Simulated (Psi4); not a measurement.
**MP3/aug-cc-pVDZ run of BClF2 (chlorodifluoroborane)**

What is the vertical singlet–triplet gap of BClF2 (chlorodifluoroborane) at MP3/aug-cc-pVDZ? 

The calculation is run with Psi4 1.11.

### 1 The molecule

BClF2: 4 atoms, total charge 0, spin state singlet. SMILES: `FB(F)Cl`. The coordinates come from a PBE0-D4/def2-TZVP relaxation.

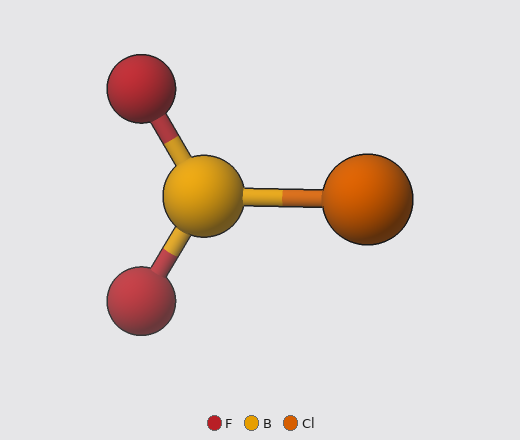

The structure, seen from a chosen angle (fluorine red, boron amber, chlorine orange).

### 2 A single-point energy at MP3/aug-cc-pVDZ

The input, input.dat:

```
memory 1600 MB

molecule geom {
  0 1
  F     -0.173700    -1.254300    -0.546300
  B     -0.067100    -0.041300    -0.062000
  F     -1.011600     0.830100    -0.317700
  Cl     1.307900     0.405300     0.905700
  symmetry c1
  no_reorient
  no_com
}

set {
  puream true
  e_convergence 1e-09
  d_convergence 1e-08
  scf_type pk
  num_frozen_docc 8
  mp_type conv
}

energy("mp3/aug-cc-pVDZ")
print_variables()
```

On the command line:

```bash
psi4 input.dat output.dat -n 1
```

output.dat:

```text
[...]
  Running in c1 symmetry.
[...]
  Nuclear repulsion =  142.136300753478139
[...]
  Multiplicity = 1
[...]
  Nalpha       = 20
  Nbeta        = 20
[...]
    Number of basis functions: 96
[...]
   @RHF iter   1:  -683.19545199346840   -6.79158e-01   4.29724e-03 DIIS/ADIIS
[...]
   @RHF iter  11:  -683.25726000015004   -3.29692e-12   5.92755e-09 DIIS
[...]
    Orbital Energies [Eh]
    ---------------------
    Doubly Occupied:
       1A   -104.862133     2A    -26.354357     3A    -26.354305
       4A    -10.590566     5A     -8.057942     6A     -8.055433
       7A     -8.055073     8A     -7.801634     9A     -1.683895
      10A     -1.652382    11A     -1.146369    12A     -0.851263
      13A     -0.799197    14A     -0.756344    15A     -0.746265
      16A     -0.687795    17A     -0.682004    18A     -0.595468
      19A     -0.506060    20A     -0.496760
[...]
  @RHF Final Energy:  -683.25726000015004
   => Energetics <=
    Nuclear Repulsion Energy =            142.1363007534781389
    One-Electron Energy =               -1229.3166335516702929
    Two-Electron Energy =                 403.9230727980421989
    Total Energy =                       -683.2572600001500405
[...]
 Multipole Moments:
 ------------------------------------------------------------------------------------
     Multipole            Electronic (a.u.)      Nuclear  (a.u.)        Total (a.u.)
 ------------------------------------------------------------------------------------
 L = 1.  Multiply by 2.5417464519 to convert [e a0] to [Debye]
 Dipole X            :        -21.1460153           21.2237031            0.0776878
 Dipole Y            :         -5.3900108            5.4155771            0.0255664
 Dipole Z            :        -13.7606983           13.8155987            0.0549004
 Magnitude           :                                                    0.0985042
[...]
	SCS-MP2 Total Energy (a.u.)        :  -683.85940643325682
	SOS-MP2 Total Energy (a.u.)        :  -683.84680438512999
[...]
	SOS-PI-MP2 Total Energy (a.u.)     :  -683.89215395320537
[...]
	MP2 Total Energy (a.u.)            :  -683.88461052951072
[...]
	SCS-MP3 Total Energy (a.u.)        :  -683.86184941209672
[...]
	MP3 Total Energy (a.u.)            :  -683.89438244487019
[...]
```

Wall time 19 s (1 thread of Intel Xeon Platinum 8259CL at 2.50GHz (Skylake/Cascade Lake), shared host); peak memory 0.71 GiB.

### 3 The triplet at the same level

The input, job.inp:

```
memory 1600 MB

molecule mol {
  0 3
  F     -0.173700    -1.254300    -0.546300
  B     -0.067100    -0.041300    -0.062000
  F     -1.011600     0.830100    -0.317700
  Cl     1.307900     0.405300     0.905700
  units angstrom
  symmetry c1
}

set reference uhf
set puream true
set e_convergence 1e-09
set d_convergence 1e-08
set scf_type pk
set num_frozen_docc 8
set maxiter 100
set mp_type conv

e, wfn = energy('mp3/aug-cc-pVDZ', return_wfn=True)
```

On the command line:

```bash
psi4 -n 1 job.inp job.out
```

job.out:

```text
[...]
  Running in c1 symmetry.
[...]
  Nuclear repulsion =  142.136300753478139
[...]
  Multiplicity = 3
[...]
  Nalpha       = 21
  Nbeta        = 19
[...]
    Number of basis functions: 96
[...]
   @UHF iter   1:  -682.85980134791919   -3.43508e-01   4.86194e-03 ADIIS/DIIS
[...]
   @UHF iter  17:  -682.96394994616173   -7.45786e-11   6.23216e-09 DIIS
[...]
   @S^2 Observed:                2.014916777E+00
[...]
    Orbital Energies [Eh]
    ---------------------
    Alpha Occupied:
       1A   -105.017482     2A    -26.283647     3A    -26.283612
       4A    -10.739153     5A     -8.225593     6A     -8.199658
       7A     -8.199467     8A     -7.673307     9A     -1.617946
      10A     -1.587408    11A     -1.285371    12A     -0.807488
      13A     -0.744861    14A     -0.741233    15A     -0.718267
      16A     -0.674128    17A     -0.654273    18A     -0.623961
      19A     -0.621389    20A     -0.612584    21A     -0.180925
    Alpha Virtual:
      22A      0.031951    23A      0.059825    24A      0.063385
      25A      0.072012    26A      0.109747    27A      0.123355
[...]
  @UHF Final Energy:  -682.96394994616173
   => Energetics <=
    Nuclear Repulsion Energy =            142.1363007534781389
    One-Electron Energy =               -1228.5687459588043566
    Two-Electron Energy =                 403.4684952591645697
    Total Energy =                       -682.9639499461617334
  UHF NO Occupations:
  HONO-2 :   19  A 1.9959546
  HONO-1 :   20  A 1.0000000
[...]
 Multipole Moments:
 ------------------------------------------------------------------------------------
     Multipole            Electronic (a.u.)      Nuclear  (a.u.)        Total (a.u.)
 ------------------------------------------------------------------------------------
 L = 1.  Multiply by 2.5417464519 to convert [e a0] to [Debye]
 Dipole X            :          0.4467181            0.9901965            1.4369146
 Dipole Y            :          0.1455639            0.3216348            0.4671987
 Dipole Z            :          0.3133355            0.6969061            1.0102416
 Magnitude           :                                                    1.8175770
[...]
	SCS-MP2 Total Energy (a.u.)        :  -683.54233860543479
	SOS-MP2 Total Energy (a.u.)        :  -683.52992627579590
[...]
	SOS-PI-MP2 Total Energy (a.u.)     :  -683.57346291653698
[...]
	MP2 Total Energy (a.u.)            :  -683.56716326471258
[...]
	SCS-MP3 Total Energy (a.u.)        :  -683.54623649119571
[...]
	MP3 Total Energy (a.u.)            :  -683.58275480775626
[...]
```

Wall time 30 s (1 thread of Intel Xeon Platinum 8259CL at 2.50GHz (Skylake/Cascade Lake), shared host); peak memory 0.79 GiB.

### 4 Results

Level: MP3/aug-cc-pVDZ, 8 core orbitals frozen.

```
                                                           quantity          value
                                              singlet: total energy  -683.89438 Eh
                       singlet: HOMO energy (Hartree–Fock orbitals)      -13.52 eV
                       singlet: LUMO energy (Hartree–Fock orbitals)        1.28 eV
                     singlet: HOMO–LUMO gap (Hartree–Fock orbitals)       14.79 eV
               singlet: correlation energy (8 core orbitals frozen)     -637.1 mEh
                                              triplet: total energy  -683.58275 Eh
triplet: HOMO energy (Hartree–Fock orbitals) (highest over α and β)       -4.92 eV
 triplet: LUMO energy (Hartree–Fock orbitals) (lowest over α and β)       -3.67 eV
               triplet: correlation energy (8 core orbitals frozen)     -618.8 mEh
                         triplet: ⟨S²⟩ of the reference determinant          2.015
                   vertical energy of the triplet above the singlet       8.480 eV
```

In words: At this shape the triplet lies 8.48 eV (818 kJ/mol) above the singlet.
